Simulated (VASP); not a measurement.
Given:

```xyz
4
Lattice="1.5940 -2.7608 0.0000 1.5940 2.7608 0.0000 0.0000 0.0000 5.1923" Properties=species:S:1:pos:R:3 pbc="T T T"
Ga     1.5940    -0.9203     2.5968
Ga     1.5940     0.9203     0.0006
N      1.5940    -0.9203     4.5531
N      1.5940     0.9203     1.9569
```

Method: vdW-DF-cx, VASP's PBE PAW potentials (set 64) (plane waves; VASP 6.6.1). Settings: 520 eV cut-off, 9×9×5 Γ-centred mesh, tetrahedra with Blöchl corrections, potentials Ga_d N.

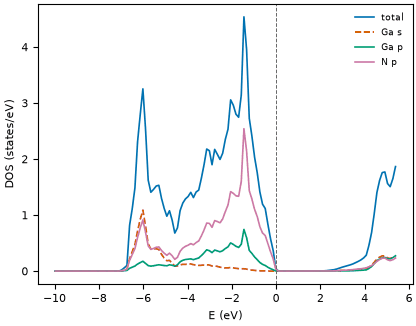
Figure: Total and projected density of states, zero at the valence-band maximum

Within 2 eV below the valence-band maximum the largest weight inside VASP's projection spheres is N p, then Ga p.

The gap is direct, 1.90 eV, from the valence maximum at Γ to the conduction minimum at Γ.

The compound is GaN in the wurtzite structure. It was relaxed first.
